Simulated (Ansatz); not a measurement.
**Molecular dynamics of GaOF2 (charge −1) (part 2 of 2)**

Continued. System: GaOF2, charge −1, SMILES [O-][Ga]([F])[F]. Method: RKS PBE0-D4/pcseg-2 (Ansatz 0.2.0). The run did not end well.

Geometry of the input (Å):
```
O  -1.5442  -0.5055  0.7983
Ga -0.1404  -0.0459  0.0712
F  1.5444  -0.6558  0.3319
F  0.1401  1.2072  -1.2014
```

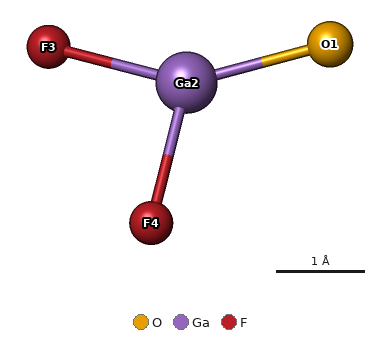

Figure 1. The geometry at step 30 of the log (ball-and-stick view, seen at a tilt; atoms are numbered from 1 in the order of the input).

### Trajectory as extended XYZ, continued
```
4
Properties=species:S:1:pos:R:3:forces:R:3 step=12 time_fs=12.0 energy=-59852.62797 temperature=671.6
O    -1.6303   -0.4868    0.7178    0.5492   0.0652   0.0679
Ga   -0.0947   -0.0490    0.1092   -2.5926   0.7296  -0.6536
F     1.5024   -0.6455    0.2824    1.8384  -0.5921   0.2666
F     0.0869    1.1925   -1.2235    0.2051  -0.2027   0.3190
4
Properties=species:S:1:pos:R:3:forces:R:3 step=13 time_fs=13.0 energy=-59852.61353 temperature=615.9
O    -1.6388   -0.4859    0.7126    0.7662   0.1175   0.0079
Ga   -0.0919   -0.0485    0.1116   -2.8696   0.6931  -0.6091
F     1.5033   -0.6460    0.2789    1.8861  -0.6120   0.2765
F     0.0830    1.1906   -1.2245    0.2173  -0.1986   0.3246
4
Properties=species:S:1:pos:R:3:forces:R:3 step=14 time_fs=14.0 energy=-59852.60084 temperature=567.1
O    -1.6469   -0.4849    0.7073    0.9581   0.1619  -0.0400
Ga   -0.0895   -0.0480    0.1140   -3.0808   0.6481  -0.5703
F     1.5051   -0.6467    0.2755    1.8932  -0.6169   0.2818
F     0.0792    1.1886   -1.2252    0.2294  -0.1931   0.3286
4
Properties=species:S:1:pos:R:3:forces:R:3 step=15 time_fs=15.0 energy=-59852.59072 temperature=528.0
O    -1.6544   -0.4839    0.7021    1.1227   0.1982  -0.0758
Ga   -0.0875   -0.0474    0.1162   -3.2226   0.5945  -0.5376
F     1.5079   -0.6478    0.2723    1.8585  -0.6063   0.2827
F     0.0755    1.1866   -1.2258    0.2414  -0.1863   0.3307
4
Properties=species:S:1:pos:R:3:forces:R:3 step=16 time_fs=16.0 energy=-59852.58366 temperature=500.8
O    -1.6612   -0.4827    0.6967    1.2585   0.2260  -0.0997
Ga   -0.0860   -0.0467    0.1184   -3.2945   0.5323  -0.5111
F     1.5116   -0.6492    0.2692    1.7828  -0.5804   0.2797
F     0.0719    1.1844   -1.2263    0.2532  -0.1780   0.3311
4
Properties=species:S:1:pos:R:3:forces:R:3 step=17 time_fs=17.0 energy=-59852.57989 temperature=486.1
O    -1.6673   -0.4814    0.6914    1.3649   0.2456  -0.1119
Ga   -0.0849   -0.0459    0.1205   -3.2984   0.4624  -0.4912
F     1.5162   -0.6509    0.2662    1.6686  -0.5399   0.2735
F     0.0685    1.1821   -1.2265    0.2649  -0.1681   0.3296
4
Properties=species:S:1:pos:R:3:forces:R:3 step=18 time_fs=18.0 energy=-59852.57928 temperature=483.7
O    -1.6725   -0.4800    0.6859    1.4416   0.2569  -0.1130
Ga   -0.0843   -0.0451    0.1225   -3.2382   0.3861  -0.4778
F     1.5216   -0.6528    0.2634    1.5202  -0.4864   0.2648
F     0.0652    1.1798   -1.2266    0.2763  -0.1566   0.3260
4
Properties=species:S:1:pos:R:3:forces:R:3 step=19 time_fs=19.0 energy=-59852.58146 temperature=492.0
O    -1.6769   -0.4784    0.6804    1.4885   0.2601  -0.1035
Ga   -0.0841   -0.0442    0.1245   -3.1194   0.3052  -0.4713
F     1.5279   -0.6551    0.2607    1.3432  -0.4219   0.2543
F     0.0620    1.1773   -1.2266    0.2877  -0.1435   0.3205
4
Properties=species:S:1:pos:R:3:forces:R:3 step=20 time_fs=20.0 energy=-59852.58581 temperature=508.6
O    -1.6804   -0.4766    0.6749    1.5057   0.2555  -0.0839
Ga   -0.0844   -0.0432    0.1264   -2.9485   0.2219  -0.4716
F     1.5348   -0.6575    0.2581    1.1438  -0.3488   0.2429
F     0.0590    1.1748   -1.2263    0.2989  -0.1286   0.3127
4
Properties=species:S:1:pos:R:3:forces:R:3 step=21 time_fs=21.0 energy=-59852.59159 temperature=530.8
O    -1.6829   -0.4747    0.6692    1.4935   0.2431  -0.0548
Ga   -0.0851   -0.0423    0.1283   -2.7323   0.1385  -0.4789
F     1.5423   -0.6601    0.2557    0.9287  -0.2697   0.2311
F     0.0562    1.1723   -1.2259    0.3100  -0.1118   0.3027
4
Properties=species:S:1:pos:R:3:forces:R:3 step=22 time_fs=22.0 energy=-59852.59797 temperature=555.3
O    -1.6846   -0.4726    0.6636    1.4522   0.2230  -0.0167
Ga   -0.0861   -0.0413    0.1301   -2.4777   0.0572  -0.4932
F     1.5502   -0.6628    0.2534    0.7044  -0.1869   0.2195
F     0.0535    1.1696   -1.2254    0.3211  -0.0932   0.2903
4
Properties=species:S:1:pos:R:3:forces:R:3 step=23 time_fs=23.0 energy=-59852.60413 temperature=578.9
O    -1.6854   -0.4704    0.6579    1.3820   0.1954   0.0302
Ga   -0.0875   -0.0403    0.1318   -2.1910  -0.0197  -0.5144
F     1.5586   -0.6656    0.2512    0.4770  -0.1029   0.2087
F     0.0509    1.1670   -1.2247    0.3321  -0.0727   0.2756
4
Properties=species:S:1:pos:R:3:forces:R:3 step=24 time_fs=24.0 energy=-59852.60926 temperature=598.6
O    -1.6853   -0.4681    0.6523    1.2834   0.1604   0.0851
Ga   -0.0892   -0.0393    0.1334   -1.8783  -0.0903  -0.5424
F     1.5671   -0.6685    0.2491    0.2517  -0.0198   0.1989
F     0.0486    1.1643   -1.2239    0.3431  -0.0504   0.2584
4
Properties=species:S:1:pos:R:3:forces:R:3 step=25 time_fs=25.0 energy=-59852.61265 temperature=611.6
O    -1.6845   -0.4657    0.6467    1.1574   0.1183   0.1476
Ga   -0.0912   -0.0383    0.1350   -1.5447  -0.1530  -0.5768
F     1.5758   -0.6714    0.2471    0.0332   0.0608   0.1904
F     0.0464    1.1615   -1.2229    0.3541  -0.0261   0.2388
4
Properties=species:S:1:pos:R:3:forces:R:3 step=26 time_fs=26.0 energy=-59852.61373 temperature=615.7
O    -1.6830   -0.4632    0.6412    1.0050   0.0694   0.2171
Ga   -0.0934   -0.0374    0.1365   -1.1949  -0.2068  -0.6172
F     1.5846   -0.6742    0.2452   -0.1752   0.1374   0.1833
F     0.0444    1.1588   -1.2218    0.3651   0.0000   0.2167
4
Properties=species:S:1:pos:R:3:forces:R:3 step=27 time_fs=27.0 energy=-59852.61203 temperature=609.0
O    -1.6809   -0.4606    0.6358    0.8282   0.0142   0.2928
Ga   -0.0957   -0.0364    0.1379   -0.8335  -0.2510  -0.6627
F     1.5932   -0.6770    0.2434   -0.3707   0.2091   0.1776
F     0.0425    1.1560   -1.2206    0.3760   0.0278   0.1924
4
Properties=species:S:1:pos:R:3:forces:R:3 step=28 time_fs=28.0 energy=-59852.60726 temperature=590.6
O    -1.6783   -0.4581    0.6306    0.6295  -0.0467   0.3736
Ga   -0.0981   -0.0355    0.1392   -0.4648  -0.2855  -0.7126
F     1.6016   -0.6797    0.2417   -0.5515   0.2751   0.1732
F     0.0409    1.1533   -1.2193    0.3869   0.0571   0.1658
4
Properties=species:S:1:pos:R:3:forces:R:3 step=29 time_fs=29.0 energy=-59852.59933 temperature=559.9
O    -1.6752   -0.4556    0.6256    0.4125  -0.1122   0.4582
Ga   -0.1007   -0.0347    0.1404   -0.0936  -0.3107  -0.7654
F     1.6098   -0.6823    0.2400   -0.7166   0.3349   0.1701
F     0.0394    1.1506   -1.2180    0.3977   0.0879   0.1371
4
Properties=species:S:1:pos:R:3:forces:R:3 step=30 time_fs=30.0 energy=-59852.58833 temperature=517.5
O    -1.6720   -0.4532    0.6209    0.1819  -0.1810   0.5452
Ga   -0.1032   -0.0339    0.1415    0.2751  -0.3274  -0.8198
F     1.6176   -0.6846    0.2385   -0.8652   0.3884   0.1680
F     0.0382    1.1479   -1.2165    0.4082   0.1200   0.1066
4
Properties=species:S:1:pos:R:3:forces:R:3 step=31 time_fs=31.0 energy=-59852.57460 temperature=464.5
O    -1.6686   -0.4508    0.6166   -0.0563  -0.2515   0.6326
Ga   -0.1057   -0.0331    0.1425    0.6354  -0.3370  -0.8739
F     1.6249   -0.6868    0.2370   -0.9976   0.4356   0.1669
F     0.0372    1.1453   -1.2150    0.4185   0.1530   0.0744
4
Properties=species:S:1:pos:R:3:forces:R:3 step=32 time_fs=32.0 energy=-59852.55870 temperature=403.2
O    -1.6653   -0.4486    0.6126   -0.2949  -0.3218   0.7181
Ga   -0.1081   -0.0324    0.1434    0.9804  -0.3415  -0.9256
F     1.6318   -0.6888    0.2356   -1.1138   0.4766   0.1666
F     0.0363    1.1428   -1.2135    0.4284   0.1866   0.0409
4
Properties=species:S:1:pos:R:3:forces:R:3 step=33 time_fs=33.0 energy=-59852.54139 temperature=336.4
O    -1.6622   -0.4467    0.6090   -0.5258  -0.3896   0.7994
Ga   -0.1104   -0.0317    0.1441    1.3027  -0.3428  -0.9726
F     1.6380   -0.6905    0.2344   -1.2146   0.5117   0.1669
F     0.0357    1.1404   -1.2119    0.4377   0.2207   0.0063
4
Properties=species:S:1:pos:R:3:forces:R:3 step=34 time_fs=34.0 energy=-59852.52363 temperature=268.0
O    -1.6593   -0.4449    0.6060   -0.7400  -0.4523   0.8737
Ga   -0.1124   -0.0311    0.1447    1.5943  -0.3436  -1.0126
F     1.6437   -0.6919    0.2332   -1.3007   0.5411   0.1677
F     0.0354    1.1381   -1.2104    0.4463   0.2548  -0.0288
4
Properties=species:S:1:pos:R:3:forces:R:3 step=35 time_fs=35.0 energy=-59852.50647 temperature=201.9
O    -1.6570   -0.4434    0.6034   -0.9283  -0.5076   0.9384
Ga   -0.1143   -0.0305    0.1452    1.8471  -0.3461  -1.0432
F     1.6487   -0.6931    0.2320   -1.3728   0.5652   0.1689
F     0.0352    1.1359   -1.2088    0.4541   0.2886  -0.0641
4
Properties=species:S:1:pos:R:3:forces:R:3 step=36 time_fs=36.0 energy=-59852.49100 temperature=142.3
O    -1.6551   -0.4423    0.6014   -1.0821  -0.5529   0.9910
Ga   -0.1159   -0.0300    0.1455    2.0532  -0.3529  -1.0621
F     1.6530   -0.6940    0.2310   -1.4318   0.5842   0.1703
F     0.0353    1.1338   -1.2073    0.4607   0.3216  -0.0993
4
Properties=species:S:1:pos:R:3:forces:R:3 step=37 time_fs=37.0 energy=-59852.47823 temperature=93.1
O    -1.6540   -0.4414    0.6001   -1.1937  -0.5861   1.0293
Ga   -0.1173   -0.0295    0.1457    2.2059  -0.3660  -1.0675
F     1.6566   -0.6946    0.2301   -1.4784   0.5986   0.1719
F     0.0356    1.1320   -1.2059    0.4662   0.3535  -0.1337
4
Properties=species:S:1:pos:R:3:forces:R:3 step=38 time_fs=38.0 energy=-59852.46897 temperature=57.4
O    -1.6535   -0.4409    0.5993   -1.2573  -0.6055   1.0515
Ga   -0.1183   -0.0291    0.1457    2.3004  -0.3868  -1.0581
F     1.6594   -0.6949    0.2292   -1.5133   0.6085   0.1735
F     0.0361    1.1303   -1.2045    0.4702   0.3839  -0.1669
4
Properties=species:S:1:pos:R:3:forces:R:3 step=39 time_fs=39.0 energy=-59852.46376 temperature=37.3
O    -1.6538   -0.4408    0.5992   -1.2694  -0.6102   1.0567
Ga   -0.1190   -0.0287    0.1456    2.3338  -0.4163  -1.0334
F     1.6615   -0.6949    0.2284   -1.5371   0.6141   0.1753
F     0.0369    1.1288   -1.2031    0.4727   0.4123  -0.1985
4
Properties=species:S:1:pos:R:3:forces:R:3 step=40 time_fs=40.0 energy=-59852.46282 temperature=33.6
O    -1.6549   -0.4411    0.5997   -1.2295  -0.5998   1.0446
Ga   -0.1194   -0.0284    0.1453    2.3060  -0.4544  -0.9936
F     1.6627   -0.6945    0.2277   -1.5501   0.6158   0.1770
F     0.0380    1.1275   -1.2019    0.4736   0.4384  -0.2279
4
Properties=species:S:1:pos:R:3:forces:R:3 step=41 time_fs=41.0 energy=-59852.46600 temperature=45.8
O    -1.6567   -0.4417    0.6008   -1.1394  -0.5749   1.0157
Ga   -0.1194   -0.0281    0.1449    2.2194  -0.5003  -0.9396
F     1.6632   -0.6939    0.2272   -1.5526   0.6134   0.1787
F     0.0392    1.1264   -1.2008    0.4727   0.4618  -0.2548
4
Properties=species:S:1:pos:R:3:forces:R:3 step=42 time_fs=42.0 energy=-59852.47288 temperature=72.3
O    -1.6592   -0.4426    0.6026   -1.0041  -0.5368   0.9714
Ga   -0.1192   -0.0279    0.1444    2.0789  -0.5526  -0.8733
F     1.6629   -0.6929    0.2267   -1.5449   0.6072   0.1804
F     0.0407    1.1256   -1.1999    0.4700   0.4822  -0.2786
4
Properties=species:S:1:pos:R:3:forces:R:3 step=43 time_fs=43.0 energy=-59852.48276 temperature=110.3
O    -1.6623   -0.4439    0.6049   -0.8301  -0.4872   0.9135
Ga   -0.1187   -0.0278    0.1437    1.8914  -0.6090  -0.7968
F     1.6619   -0.6917    0.2262   -1.5268   0.5971   0.1822
F     0.0425    1.1250   -1.1991    0.4655   0.4991  -0.2989
4
Properties=species:S:1:pos:R:3:forces:R:3 step=44 time_fs=44.0 energy=-59852.49483 temperature=156.8
O    -1.6659   -0.4455    0.6078   -0.6258  -0.4285   0.8444
Ga   -0.1179   -0.0278    0.1430    1.6648  -0.6669  -0.7131
F     1.6600   -0.6901    0.2259   -1.4983   0.5830   0.1841
F     0.0445    1.1246   -1.1984    0.4592   0.5124  -0.3154
4
Properties=species:S:1:pos:R:3:forces:R:3 step=45 time_fs=45.0 energy=-59852.50823 temperature=208.4
O    -1.6699   -0.4473    0.6112   -0.4001  -0.3631   0.7667
Ga   -0.1168   -0.0279    0.1421    1.4079  -0.7234  -0.6251
F     1.6574   -0.6882    0.2257   -1.4590   0.5648   0.1860
F     0.0467    1.1246   -1.1979    0.4512   0.5216  -0.3277
4
Properties=species:S:1:pos:R:3:forces:R:3 step=46 time_fs=46.0 energy=-59852.52217 temperature=262.2
O    -1.6741   -0.4494    0.6151   -0.1621  -0.2935   0.6831
Ga   -0.1156   -0.0280    0.1412    1.1292  -0.7756  -0.5358
F     1.6540   -0.6861    0.2256   -1.4087   0.5425   0.1882
F     0.0491    1.1247   -1.1975    0.4415   0.5267  -0.3355
4
Properties=species:S:1:pos:R:3:forces:R:3 step=47 time_fs=47.0 energy=-59852.53596 temperature=315.4
O    -1.6784   -0.4516    0.6194    0.0798  -0.2222   0.5960
Ga   -0.1142   -0.0283    0.1402    0.8368  -0.8209  -0.4481
F     1.6499   -0.6836    0.2255   -1.3468   0.5158   0.1906
F     0.0518    1.1252   -1.1974    0.4302   0.5273  -0.3385
```

### What the run reported

| quantity | value |
| --- | --- |
| outcome | stopped at the time limit |
| mean temperature over the second half | 305 K |
| trajectory | 47 steps, 47 fs |
| ensemble | nve |
| temperature in the input | 1000 K |
| time step | 1.0 fs |
| wall time | 3.3 min |
| peak memory | 0.28 GiB |

### What went wrong

The run was cut off by its time limit, so the output is incomplete.
